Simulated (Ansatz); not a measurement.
## HfO2: pressure series

Consider HfO$_{2}$ (space group P4_2/nmc, No. 137).

```xyz
6
Lattice="3.5768 0.0000 0.0000 0.0000 3.5768 0.0000 0.0000 0.0000 5.2026" Properties=species:S:1:pos:R:3 pbc="T T T"
Hf     0.0000     0.0000     0.0000
Hf     1.7884     1.7884     2.6013
O      0.0000     1.7884     1.0205
O      0.0000     1.7884     3.6219
O      1.7884     0.0000     1.5808
O      1.7884     0.0000     4.1821
```

Cell and atoms are relaxed at each pressure.

All numbers come from Ansatz (a first-principles code), r2SCAN, PAW, cutoff 500 eV, scalar-relativistic without spin-orbit coupling.

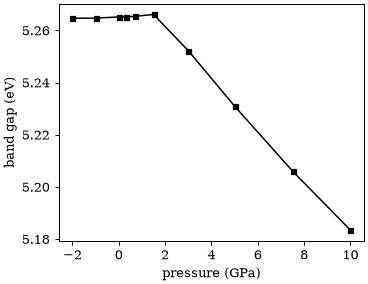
Figure. Band gap against pressure

```json
[
 {"pressure (GPa)": "-2", "band gap": "5.26 eV"},
 {"pressure (GPa)": "-1", "band gap": "5.26 eV"},
 {"pressure (GPa)": "0.3", "band gap": "5.27 eV"},
 {"pressure (GPa)": "0.7", "band gap": "5.27 eV"},
 {"pressure (GPa)": "1.5", "band gap": "5.27 eV"},
 {"pressure (GPa)": "3", "band gap": "5.25 eV"},
 {"pressure (GPa)": "5", "band gap": "5.23 eV"},
 {"pressure (GPa)": "7.5", "band gap": "5.21 eV"},
 {"pressure (GPa)": "10", "band gap": "5.18 eV"}
]
```

Spin-orbit coupling, missing from the scalar runs, can matter with Hf. Load acts through the strain it causes; cell and atoms are relaxed under it. Stability against distortions was not tested. Competing high-pressure phases were not computed. This is not the structure that HfO2 has at room temperature and ambient pressure.
